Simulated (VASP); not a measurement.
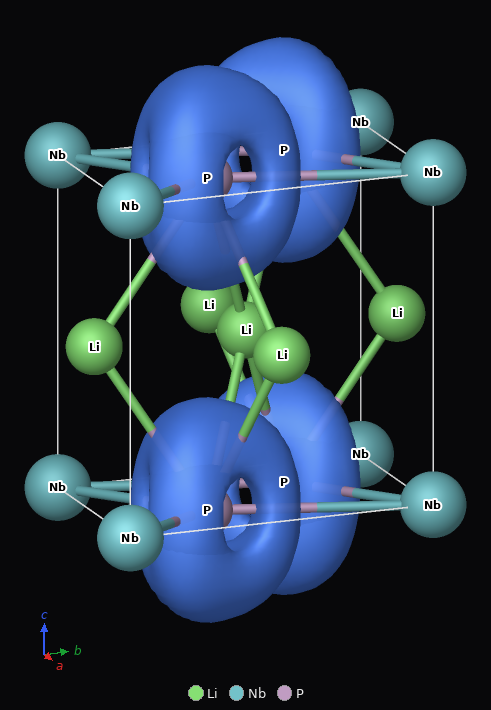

*Li3NbP2. Isosurface of the electron localisation function at 0.75 (blue), seen slightly off an axis. Core shells and regions of very low density are left out. Sticks mark near contacts.*

Space group P6/mmm; a generated structure, not necessarily the stable one.

Level of theory: Kohn-Sham DFT of a periodic cell, PBE, VASP PAW PBE potentials, recommended in VASP.

Core electrons are frozen (PAW), and the valence fields are smoothed inside the atomic spheres.

Identify the bonds, lone pairs and shells in this picture.

Answer. The ELF exceeds this value in two regions wrapped around P (the valence shell of each), counted in one cell of 6 atoms. Regions shared between cells count once. Profiles from the grid: Li–P (2.44 Å): the ELF peaks at about 0.85 in the valence shell of P, 0.9 Å from its nucleus, and is about 0.70 at the midpoint. Nb–P (2.76 Å): the ELF peaks at about 0.85 in the valence shell of P, 0.9 Å from its nucleus, and is about 0.40 at the midpoint.
